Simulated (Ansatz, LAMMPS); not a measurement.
## Convergence of a linear-scaling basis for Li+ BF4- in propylene carbonate at 400 K (162 atoms)

Wanted: errors and times of a linear-scaling basis for Li+ BF4- in propylene carbonate at 400 K (162 atoms). A setting counts as converged where the r.m.s. difference of forces stays under 1 % of the r.m.s. force.

Main program and level: Ansatz 0.2.0; Kohn-Sham DFT, PBE+D3(BJ), PAW (set soft_2), plane waves.

**1. Set-up**

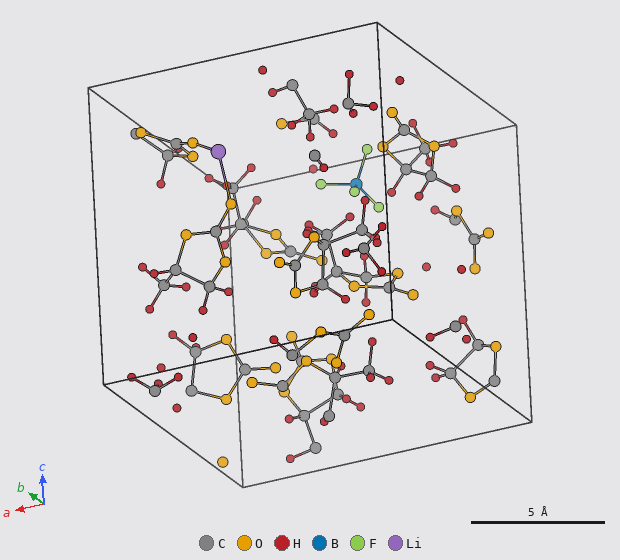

The starting structure, seen from a free direction (carbon grey, oxygen orange, hydrogen red, boron blue, fluorine green, lithium purple). Bonds to atoms that aren't drawn are left out. Some periodic images of atoms are drawn too.

The cell holds 162 atoms: 48 C, 36 O, 72 H, 1 B, 4 F and 1 Li. Its edges and angles: a = 12.123 Å, b = 12.123 Å, c = 12.123 Å, α = 90.0°, β = 90.0°, γ = 90.0°. 12 propylene carbonate, 1 Li+, 1 BF4- placed at random, at 1.23 g/cm³; overlaps pushed apart, then 10 ps at 550 K with stiff harmonic cages for PF6 and BF4 with UFF radii; Joung-Cheatham ions (J. Phys. Chem. B 112, 9020 (2008)); MMFF94 bonds, angles, torsions, charges and radii (Halgren, J. Comput. Chem. 17, 490 (1996)) in harmonic and 12-6 forms; charges of ions scaled by 0.8. Snapshot after 30 ps at 400 K and fixed volume.

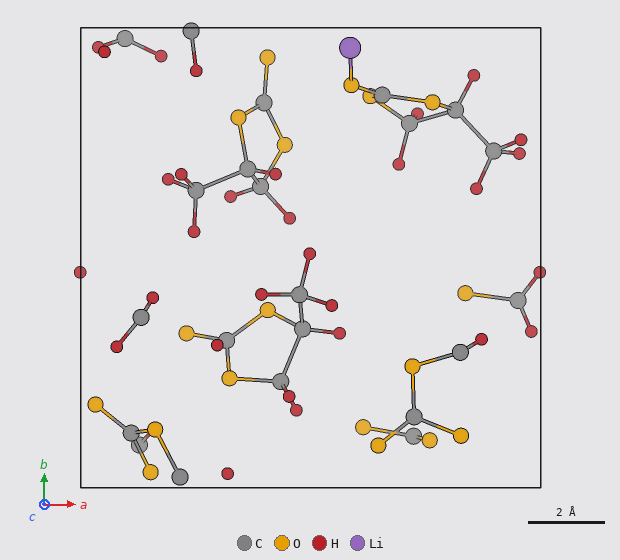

A slice 6 Å thick through the middle of the cell. Bonds to atoms that aren't drawn are left out.

Limits known from the start: The network of contacts between molecules at the start is that of the classical potential that made the cell, and needn't be the one that DFT or experiment would give. The density was typed from a rule of thumb and may lie off the real one at this temperature. Sampling is at Γ alone, for a cell whose shortest periodic width is 12 Å.

**2. The classical run that made the cell**

A classical potential makes the cell, at a small fraction of what the same run would cost in DFT.

This step: classical MD, stiff harmonic cages for PF6 and BF4 with UFF radii; Joung-Cheatham ions (J. Phys. Chem. B 112, 9020 (2008)); MMFF94 bonds, angles, torsions, charges and radii (Halgren, J. Comput. Chem. 17, 490 (1996)) in harmonic and 12-6 forms; charges of ions scaled by 0.8 (LAMMPS 22 Jul 2025 - Update 4).

The input, in.lmp:

```
# Li+ BF4- in propylene carbonate
units real
atom_style full
boundary p p p
bond_style harmonic
angle_style harmonic
dihedral_style opls
improper_style harmonic
special_bonds lj 0 0 0.5 coul 0 0 0.75
read_data data.lmp
neigh_modify delay 0 every 1 check yes one 4000
comm_modify cutoff 12.0
timestep 0.5
thermo_style custom step time temp pe press density
thermo_modify norm yes
# push overlapping molecules apart
pair_style soft 2.6
pair_coeff * * 0.0
variable a equal ramp(1,60)
fix ad all adapt 1 pair soft a * * v_a
velocity all create 550 247151 mom yes dist gaussian
fix lim all nve/limit 0.03
fix lan all langevin 550 550 50 247152 zero yes
thermo 1000
run 3000 post no
unfix ad
pair_style lj/cut/coul/long 9.0
pair_modify mix arithmetic tail yes
pair_coeff 1 1 0.0678 3.3680   # C
pair_coeff 2 2 0.0763 3.0430   # O
pair_coeff 3 3 0.0678 3.4070   # C
pair_coeff 4 4 0.0763 2.9870   # O
pair_coeff 5 5 0.0216 2.5400   # H
pair_coeff 6 6 0.1800 3.6375   # B
# [... 20 lines left out ...]
compute msd all msd com yes
thermo 7500
fix md all nvt temp 400 400 100
run 30000 post no
print "== T400: mean square displacement over the hold $(c_msd[4]:%.2f) A^2"
unfix md
uncompute msd
write_dump all custom T400.dump id type xs ys zs modify sort id
```

The run is started by

```sh
> lmp -in in.lmp -log none -nocite
```

Numbers of over 12 decimals in the logs are rounded to 6 here.

The program printed:

```text
LAMMPS (22 Jul 2025 - Update 4)
Reading data file ...
  orthogonal box = (0 0 0) to (12.12346 12.12346 12.12346)
  162 atoms
  orthogonal box = (0 0 0) to (12.12346 12.12346 12.12346)
  166 bonds
  276 angles
  336 dihedrals
  12 impropers
WARNING: Bond/angle/dihedral extent > half of periodic box length
   Step          Time           Temp          PotEng         Press         Density
         0   0              550            0.66944772     4944.38        1.2290005
      1000   500            464.53608      2.2475861      15122.075      1.2290005
      2000   1000           518.78916      2.0210431      17629.283      1.2290005
[... 45 lines left out ...]
Loop time of 3.00115 s on 1 MPI rank(s) for 5000 steps with 162 atoms
WARNING: Bond/angle/dihedral extent > half of periodic box length
   Step          Time           Temp          PotEng         Press         Density
[... 2 lines left out ...]
     30000   29000          387.08788     -1.980315       5877.7153      1.2290005
     37500   36500          354.0423      -1.8644677      8881.6287      1.2290005
     45000   44000          431.21916     -1.9628031     -5437.6501      1.2290005
     47000   46000          368.77381     -1.7736635      6324.3189      1.2290005
WARNING: Bond/angle/dihedral extent > half of periodic box length
Loop time of 17.8078 s on 1 MPI rank(s) for 30000 steps with 162 atoms
== T400: mean square displacement over the hold 7.45 A^2
```

Run time: 29 s. Hardware: 1 thread of Intel Xeon Platinum 8488C (Sapphire Rapids), shared host; peak memory 0.12 GiB.

The input also reads data.lmp (atoms, bonds and types; not printed here).

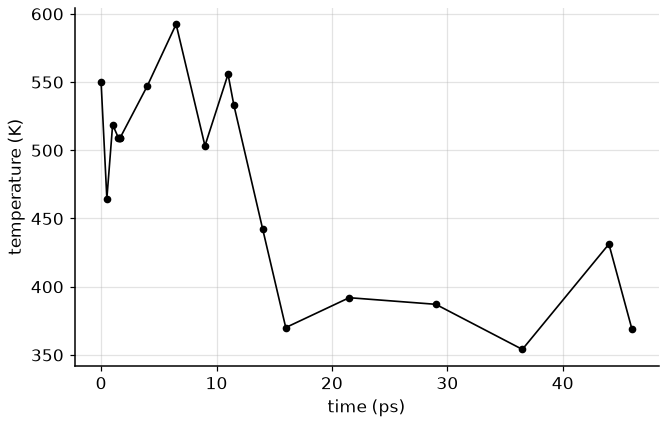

Temperature against time.

**3. Plane-wave single point**

The first run uses the default basis; a harder plane-wave run follows as the reference for the support functions.

The input, input.yaml:

```yaml
crystal:
  lattice:
    - [12.12346, 0.0, 0.0]
    - [0.0, 12.12346, 0.0]
    - [0.0, 0.0, 12.12346]
  atoms:
    - { symbol: C, position: [0.09588, 0.97682, 0.26858] }
    - { symbol: C, position: [0.12725, 0.09265, 0.25625] }
    - { symbol: C, position: [0.21871, 0.1098, 0.17481] }
    - { symbol: O, position: [0.15759, 0.10558, 0.08187] }
    - { symbol: C, position: [0.05411, 0.1448, 0.10072] }
    - { symbol: O, position: [0.98848, 0.16536, 0.026] }
    - { symbol: O, position: [0.03785, 0.15668, 0.20895] }
    - { symbol: H, position: [0.05466, 0.94294, 0.19308] }
    - { symbol: H, position: [0.17448, 0.93876, 0.28473] }
    - { symbol: H, position: [0.03802, 0.95778, 0.33582] }
    - { symbol: H, position: [0.15864, 0.12762, 0.33566] }
    - { symbol: H, position: [0.29294, 0.06128, 0.19308] }
    - { symbol: H, position: [0.24973, 0.19299, 0.1794] }
    - { symbol: C, position: [0.89813, 0.73215, 0.40577] }
    - { symbol: C, position: [0.81491, 0.8212, 0.40756] }
    - { symbol: C, position: [0.71488, 0.79241, 0.33988] }
    - { symbol: O, position: [0.62984, 0.85149, 0.38356] }
    - { symbol: C, position: [0.65538, 0.85378, 0.49065] }
    - { symbol: O, position: [0.58848, 0.87562, 0.56125] }
    - { symbol: O, position: [0.76499, 0.8382, 0.50933] }
    - { symbol: H, position: [0.95413, 0.72678, 0.33886] }
    - { symbol: H, position: [0.95741, 0.75658, 0.47103] }
    - { symbol: H, position: [0.8606, 0.65008, 0.41982] }
    - { symbol: H, position: [0.85495, 0.89674, 0.3782] }
    - { symbol: H, position: [0.69173, 0.70315, 0.3482] }
    - { symbol: H, position: [0.73224, 0.81309, 0.25649] }
    - { symbol: C, position: [0.2002, 0.25412, 0.87686] }
    - { symbol: C, position: [0.231, 0.33602, 0.78572] }
    - { symbol: C, position: [0.13102, 0.37032, 0.72963] }
    - { symbol: O, position: [0.07811, 0.45131, 0.79011] }
    - { symbol: C, position: [0.15488, 0.50231, 0.84391] }
    - { symbol: O, position: [0.14985, 0.59498, 0.86972] }
    [... 124 atom lines left out ...]
    - { symbol: B, position: [0.49394, 0.13963, 0.86139] }
    - { symbol: F, position: [0.45829, 0.2341, 0.7959] }
    - { symbol: F, position: [0.60281, 0.16714, 0.87603] }
    - { symbol: F, position: [0.46701, 0.03991, 0.81263] }
    - { symbol: F, position: [0.45268, 0.13613, 0.97104] }
    - { symbol: Li, position: [0.5858, 0.95668, 0.70901] }
kpoints:
  mp_grid: { grid: [1, 1, 1] }
hamiltonian:
  xc: pbe
  dispersion: d3bj
scf:
  occupations: { method: fermi_dirac, width: 0.05 }
output:
  forces: true
  stress: true
  populations: true
  dos:
    method: { smearing: { sigma: 0.1 } }
    de: 0.1
    projected: { site_lists: { B: [B], C: [C], F: [F], H: [H], Li: [Li] } }
  eigenvalues: true
  write_density: true
  write_potential: true
  volumetric_format: npy
  elf: true
```

The run is started by

```sh
> ansatz run input.yaml --threads 8 --pin off --max-ram 15872MiB --backend cpu --events-out ev --progress --plain --runs-dir out
```

The program printed:

```text
Engine: ansatz 0.2.0, x86_64-unknown-linux-gnu
Pseudopotentials: kind: paw
Pseudopotential: C, paw, valence charge 4, recommended cutoff 420 eV (normal), C.paw.azcp
Pseudopotential: O, paw, valence charge 6, recommended cutoff 420 eV (normal), O.paw.azcp
Pseudopotential: H, paw, valence charge 1, recommended cutoff 420 eV (normal), H.paw.azcp
Pseudopotential: B, paw, valence charge 3, recommended cutoff 420 eV (normal), B.paw.azcp
Pseudopotential: F, paw, valence charge 7, recommended cutoff 420 eV (normal), F.paw.azcp
Pseudopotential: Li, paw, valence charge 3, recommended cutoff 420 eV (normal), Li.paw.azcp
Functional definition: PBE
  parameter kappa = 0.804
  parameter beta = 0.066725
  exchange = pbe_x(kappa = kappa, mu = beta*pi^2/3)
  correlation = pbe_c(beta = beta)
Crystal: 162 atoms, lattice volume = 1781.885 Å³
Basis set: ecut = 420 eV, 34889 PW (Γ), exchange–correlation on 180×180×180 points (8 copies of the dense FFT grid, shifted against one another)
Bands: 419, of which v1, the nominal top of the filled ones, is band 257 counted from 1 (256 counted from 0)
Symmetry: 1 space group operations
Space group: P1 (ITA 1), of the structure as read, at distance tolerance 1.2e-4 Å
k-points: 1
Non-local potential: C, projectors of the file, l = 0: 2, l = 1: 2, l = 2: 1
Non-local potential: O, projectors of the file, l = 0: 2, l = 1: 2, l = 2: 1
Non-local potential: H, projectors of the file, l = 0: 2, l = 1: 1
Non-local potential: B, projectors of the file, l = 0: 2, l = 1: 2, l = 2: 1
Non-local potential: F, projectors of the file, l = 0: 2, l = 1: 2, l = 2: 1
Non-local potential: Li, projectors of the file, l = 0: 3, l = 1: 2, l = 2: 1
PAW form: soft (Blöchl's): semilocal exchange-correlation on the pseudo side does not see the compensation charge
PAW one-centre angular grid: C, 110 points (default); XC on 64 Gauss nodes
PAW one-centre angular grid: O, 110 points (default); XC on 64 Gauss nodes
PAW one-centre angular grid: H, 110 points (default); XC on 64 Gauss nodes
PAW one-centre angular grid: B, 110 points (default); XC on 64 Gauss nodes
PAW one-centre angular grid: F, 110 points (default); XC on 64 Gauss nodes
PAW one-centre angular grid: Li, 110 points (default); XC on 64 Gauss nodes
Initial density: superposition of atomic densities (neutral atoms: chi_scale 0, normalization atom), corrected by the library's trained network
Initial wavefunctions: pseudopotential atomic-orbital guess
Functional: x = pbe(κ = 0.804, μ = 0.219515), c = pbe(β = 0.066725)
SCF iter   1: F=—  HF=-37203.951836 eV  |F-HF|=—  |Δ(HF+E_count)|=         —  Δρ=5.73e-3  dr2=6.20e-1  ethr=1.77e-3  ⟨swp⟩=6.0  Hψ=1907  notcnv=0  defer=42
preconditioner: auto → Resta (q_TF=auto, 2.218 Å⁻¹)  ε∞=2.4  [insulator: Δε(μ)=4.964 eV  Ē_g=16.954 eV  σ=0.050 eV  W_gap=1.00  n_scr=340 (ndim 8)  ℏωp=19.9 eV  f_vac=0.281  D(μ)=0.00/eV (n_scr^D=0)  ε∞_Penn≈2.4]
SCF iter   2: F=—  HF=-37203.835505 eV  |F-HF|=—  |Δ(HF+E_count)|=   1.16e-1  Δρ=3.00e-3  dr2=1.44e-1  ethr=1.21e-4  ⟨swp⟩=2.0  Hψ=620  notcnv=0  defer=157
SCF iter   3: F=—  HF=-37203.828597 eV  |F-HF|=—  |Δ(HF+E_count)|=   6.91e-3  Δρ=1.56e-3  dr2=5.23e-2  ethr=2.81e-5  ⟨swp⟩=2.0  Hψ=504  notcnv=0  defer=157
SCF iter   4: F=—  HF=-37203.821486 eV  |F-HF|=—  |Δ(HF+E_count)|=   7.11e-3  Δρ=4.77e-4  dr2=5.70e-3  ethr=1.02e-5  ⟨swp⟩=2.0  Hψ=503  notcnv=0  defer=157
SCF iter   5: F=—  HF=-37203.820796 eV  |F-HF|=—  |Δ(HF+E_count)|=   6.91e-4  Δρ=2.41e-4  dr2=1.17e-3  ethr=1.11e-6  ⟨swp⟩=2.0  Hψ=718  notcnv=0  defer=153
SCF iter   6: F=—  HF=-37203.820579 eV  |F-HF|=—  |Δ(HF+E_count)|=   2.17e-4  Δρ=1.16e-4  dr2=2.22e-4  ethr=2.28e-7  ⟨swp⟩=2.0  Hψ=522  notcnv=0  defer=153
SCF iter   7: F=—  HF=-37203.820517 eV  |F-HF|=—  |Δ(HF+E_count)|=   6.19e-5  Δρ=3.94e-5  dr2=2.54e-5  ethr=4.32e-8  ⟨swp⟩=2.0  Hψ=517  notcnv=0  defer=153
SCF iter   8: F=—  HF=-37203.823883 eV  |F-HF|=—  |Δ(HF+E_count)|=   3.37e-3  Δρ=2.11e-5  dr2=7.52e-6  ethr=4.94e-9  ⟨swp⟩=2.0  Hψ=520  notcnv=0  defer=153
SCF iter   9: F=—  HF=-37203.823881 eV  |F-HF|=—  |Δ(HF+E_count)|=   2.18e-6  Δρ=5.64e-6  dr2=6.57e-7  ethr=1.46e-9  ⟨swp⟩=2.0  Hψ=522  notcnv=0  defer=153
SCF iter  10: F=—  HF=-37203.823881 eV  |F-HF|=—  |Δ(HF+E_count)|=   1.90e-7  Δρ=3.12e-6  dr2=1.75e-7  ethr=1.28e-10  ⟨swp⟩=2.0  Hψ=517  notcnv=0  defer=153
SCF iter  11: F=-37203.823881 eV  HF=-37203.823881 eV  |F-HF|=2.98e-8  |Δ(HF+E_count)|=   4.78e-8  Δρ=1.51e-6  dr2=4.07e-8  ethr=1.95e-11  ⟨swp⟩=19.0  Hψ=3822  notcnv=0
SCF 1 converged in 11 iterations: F = -37203.823881 eV  dr2 = 4.07e-8
  greatest PAW one-centre occupation: 1.000 electrons in one spin orbital (limit 2), on the Li atom at site 161 (counted from 0), in its partial waves of l = 0
WARN: The input density's exchange-correlation potential varies sharply where the density is thin. Do not read a vacuum level from v_tot or v_xc, or from such a field of the output density. On a cell that repeats whose density bears no net charge and no dipole along the vacuum's axis use v_es (v_loc + v_h of the components); [...]
SCF converged after 11 iterations
Free energy (F): -37203.823881 eV
Harris-Foulkes:  -37203.823881 eV  (|F-HF|=2.98e-8)
Internal energy: -37203.823881 eV  (E = F + TS)
E sigma→0 (E₀):  -37203.823881 eV
Fermi energy:    1.382570 eV
--- Per-component energies (eV) ---
  E_band       = -4512.628646
  E_kinetic    = 12619.372164
  E_local      = -48951.738765  (includes V_loc(G=0)·N_el)
  E_nonlocal   = 3436.048596
  E_hartree    = 18928.615255
  E_xc         = -5955.928715
  E_vxc        = -7517.692958  (∫ρ·V_xc dr)
  E_paw        = -11412.025940  (= ΣΔE_a)
  E_vpaw       = -1955.847252  (= ΣTr[D̂ρ^β])
  E_aug_tail   = -0.002168  (compensation charges beyond the density's cutoff)
  E_ewald      = -5860.039374
  E_disp       = -8.124934  (pairwise vdW)
  E_smearing   = -0.000000  (= −TS)
  E_closure    = -0.000000  (closes the sum)
  Σ components = -37203.823881   (vs F -37203.823881, Δ=0.00e0)
--- Forces (eV/Å), atoms counted from 1 ---
  atom   1  C     -1.14347214    -1.31561934    -0.26946744
  atom   2  C      1.22161903     1.35213537     2.65715032
  atom   3  C      0.67778768     0.96795623     2.67785333
  atom   4  O     -0.80748218    -0.85986426    -4.41914622
  atom   5  C     -0.87820251     0.29522438    -1.79585406
  atom   6  O      0.95195035    -0.32413825     1.34409670
  atom   7  O     -0.05925978     0.10435631     0.18067124
  atom   8  H      0.73338545     0.12763149     0.40042866
  atom   9  H      0.26171121    -1.04228752     0.08034012
  atom  10  H      0.19315955     0.38986117     0.13171903
  atom  11  H     -0.95915367     0.05006058    -0.32115992
  atom  12  H     -0.44291737    -0.95424756    -0.99567753
  atom  13  H      0.29193941     0.99341080     0.44276845
  atom  14  C      0.62472266    -0.65963552     2.27079036
[...]
atom 161  F     -0.96609960    -0.00756823    -0.11196285
  atom 162  Li     0.06687069     0.32807033    -0.34397646
  max |Σ_I F_I| component: 1.14e-4 eV/Å
--- Stress (GPa, compression-positive) ---
        2.211187      -0.369244       0.180134
       -0.369245       3.570762      -0.023508
        0.180132      -0.023508       3.368292
  P = ⅓ Tr σ = 3.0501 GPa (30.501 kbar)
--- Band table (eV) ---
  k-point 0: bands = ["-44.0637", "-24.9694", "-24.8147", "-24.6076", [... 403 levels ...], "11.2105", "11.2886", "11.3060", "11.3544", "11.3612", "11.3799", "11.4562", "11.4794", "11.5241", "11.5524", "11.6092", "11.6318"]
--- Löwdin populations: 162 sites ---
  site symbol       q [e]
     0      C      4.4503
     1      C      3.8912
     2      C      4.0690
[...]
161     Li      2.2168
  spilling = 0.012664 (of n_electrons = 514.000000)
```

Elapsed: 10 s, on 8 threads of Intel Xeon Platinum 8488C (Sapphire Rapids), shared host; peak memory 2.6 GiB; 75 s of CPU time.

The program notes that the exchange-correlation potential is rough where the density is thin.

Numbers from this run:

| Property | Result |
| --- | --- |
| free energy | -37203.8239 eV |
| free energy per atom | -229.6532 eV/atom |
| SCF cycles | 11 |
| pressure | 3.05 GPa |
| r.m.s. force component | 1.296 eV/Å |
| longest force | 5.928 eV/Å |
| Fermi energy | 1.383 eV |
| gap (highest filled to lowest empty level) | 4.656 eV |
| spilling of the projection | 0.01266 |

The r.m.s. force component of 1.3 eV/Å sets the scale for the differences below.

**4. Plane waves at 750 eV (750 eV)**

A harder cutoff gives the support functions a reference with less basis error.

input.yaml, the sections that differ from step 3:

```yaml
output:
  forces: true
  eigenvalues: true
basis:
  ecutwfc: "750 eV"
# crystal, kpoints, hamiltonian, scf: as in step 3
```

The program printed:

```text
[...]
Crystal: 162 atoms, lattice volume = 1781.885 Å³
Basis set: ecut = 750 eV, 82951 PW (Γ), exchange–correlation on 240×240×240 points (8 copies of the dense FFT grid, shifted against one another)
Bands: 419, of which v1, the nominal top of the filled ones, is band 257 counted from 1 (256 counted from 0)
Symmetry: 1 space group operations
[...]
k-points: 1
[...]
SCF iter   1: F=—  HF=-37204.608714 eV  |F-HF|=—  |Δ(HF+E_count)|=         —  Δρ=5.84e-3  dr2=6.22e-1  ethr=1.77e-3  ⟨swp⟩=6.0  Hψ=1910  notcnv=0  defer=50
[...]
SCF iter   3: F=—  HF=-37204.477528 eV  |F-HF|=—  |Δ(HF+E_count)|=   9.25e-3  Δρ=1.58e-3  dr2=5.26e-2  ethr=2.82e-5  ⟨swp⟩=2.0  Hψ=504  notcnv=0  defer=36
automatic band count: iteration 3 solves 298 bands in place of 419: the levels show a gap, and the empty bands left out lie too high to hold charge; the band table lists the bands solved (type scf.n_extra_bands for more)
SCF iter   4: F=—  HF=-37204.470223 eV  |F-HF|=—  |Δ(HF+E_count)|=   7.30e-3  Δρ=4.86e-4  dr2=5.80e-3  ethr=1.02e-5  ⟨swp⟩=5.0  Hψ=506  notcnv=0  defer=36
SCF iter   5: F=—  HF=-37204.469584 eV  |F-HF|=—  |Δ(HF+E_count)|=   6.39e-4  Δρ=2.47e-4  dr2=1.22e-3  ethr=1.13e-6  ⟨swp⟩=2.0  Hψ=579  notcnv=0  defer=32
[...]
SCF iter  10: F=—  HF=-37204.469344 eV  |F-HF|=—  |Δ(HF+E_count)|=   1.96e-7  Δρ=3.19e-6  dr2=1.79e-7  ethr=1.28e-10  ⟨swp⟩=2.0  Hψ=517  notcnv=0  defer=32
SCF iter  11: F=-37204.469344 eV  HF=-37204.469344 eV  |F-HF|=3.12e-8  |Δ(HF+E_count)|=   4.86e-8  Δρ=1.55e-6  dr2=4.23e-8  ethr=1.95e-11  ⟨swp⟩=14.0  Hψ=1415  notcnv=0
SCF 1 converged in 11 iterations: F = -37204.469344 eV  dr2 = 4.23e-8
[...]
SCF converged after 11 iterations
Free energy (F): -37204.469344 eV
[...]
Internal energy: -37204.469344 eV  (E = F + TS)
E sigma→0 (E₀):  -37204.469344 eV
Fermi energy:    1.381713 eV
[...]
Σ components = -37204.469344   (vs F -37204.469344, Δ=0.00e0)
--- Forces (eV/Å), atoms counted from 1 ---
  atom   1  C     -1.14394060    -1.32529496    -0.26779919
  atom   2  C      1.22269431     1.35666947     2.66422792
  atom   3  C      0.68875953     0.97086740     2.67525235
  atom   4  O     -0.80886519    -0.85702971    -4.41254028
[...]
atom 162  Li     0.06601775     0.32838095    -0.34438088
  max |Σ_I F_I| component: 1.02e-4 eV/Å
--- Band table (eV) ---
[...]
```

Elapsed: 13 s, on 8 threads; peak memory 5.3 GiB.

Forces differ from the reference by 5.3 meV/Å r.m.s., 0.41 % of their size, within a tolerance of 1 %; the energy by -4.0 meV/atom.

(Part 1 of 4 ends here.)

[Logs are printed without paths, hosts, clocks, repeated set-up lines and the standing remarks that a program may print on its own settings, such as how far it seeks lower states.]

[Hosts, paths, dates, database ids (printed as entryN), source tags and the programs' standing remarks are cut or masked in the printed files.]

[The MMFF94 radii named for the starting cell were scaled by 0.96; in molecules described by MMFF94, hydrogen bound to N, O or S took a small fixed 12-6 site in their place.]
